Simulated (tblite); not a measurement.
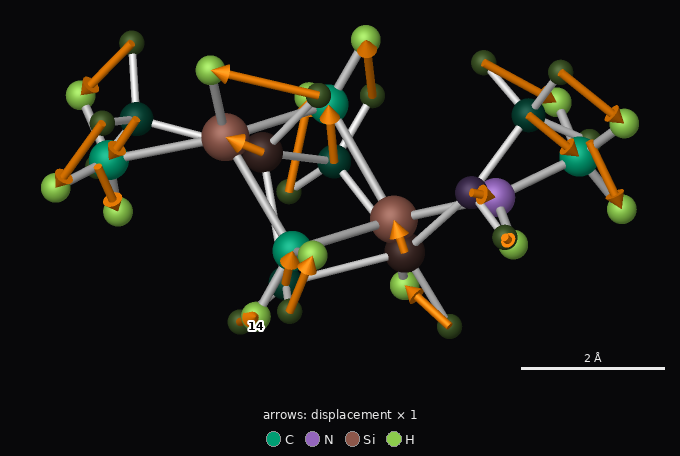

A relaxation of C₄H₁₃NSi₂. The starting structure is drawn faded, the final one solid; orange arrows show the displacements, at their true length. The two geometries are superimposed by the best rigid fit.

A ball-and-stick model, seen face on.

These are results of GFN2-xTB geometry optimisation, gas phase (tblite), not measurements. 

What happened in the run?

Answer. After 118 geometry steps the energy has fallen by 95.1 kJ/mol. The largest move after the best rigid fit is that of an H atom, 1.60 Å. Largest moves by element: H 1.60 Å, C 1.02 Å, Si 0.60 Å, N 0.42 Å. Some distances before and after: C–Si 1.845 → 1.896 Å, C–Si 1.867 → 1.915 Å, N–Si 1.762 → 1.720 Å, C–H 1.124 → 1.085 Å. Among the angles between lasting bonds that change: H–C–H 117.7° → 106.9°, H–C–H 116.8° → 107.0°, Si–C–Si 83.4° → 91.1°. Groups turn about C–Si by about 40°, C–Si by about 40°, C–Si by about 40°. The run took 1.9 s on 1 thread of Arm Neoverse N1, on a shared host.
